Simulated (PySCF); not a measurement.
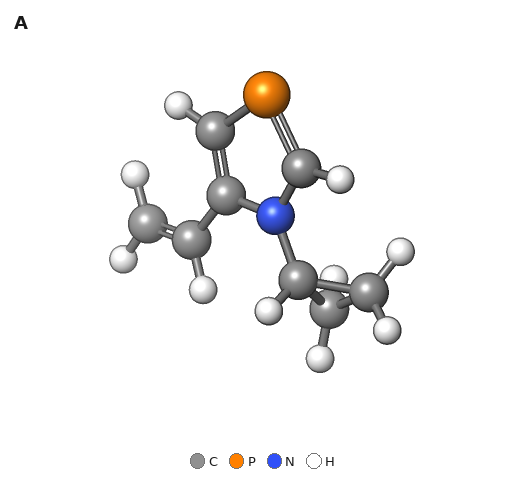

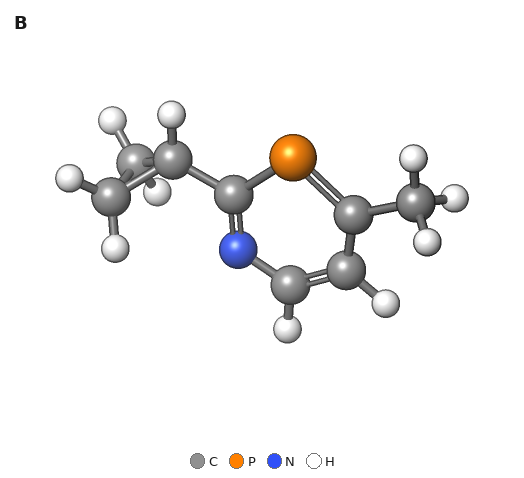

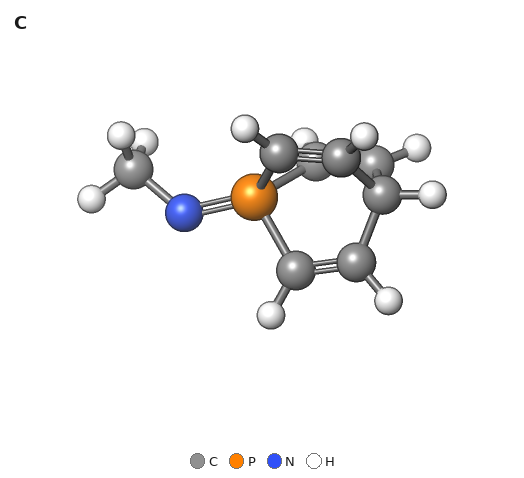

3 stationary structures of one formula. Geometries: GFN2-xTB. Electronic energies: PBE0/pcSseg-1 (PySCF 2.14.0), without zero-point energy. No frequency run is at hand to confirm each as a minimum. Each is one conformer, not always the lowest.

> Which is lowest in energy, and by how much?

B is lowest; A lies 14.3 kcal/mol above it, C lies 48.9 kcal/mol above it. A is `C=Cc1cpcn1C1CC1`, B is `Cc1ccnc(C2CC2)p1`, C is `CN=P12C=CC(C=C1)C=C2`.

The geometry is semi-empirical. Around P such bond lengths and angles can be off by a tenth of an ångström or more and by several degrees, and values that hang on the shape move with them.
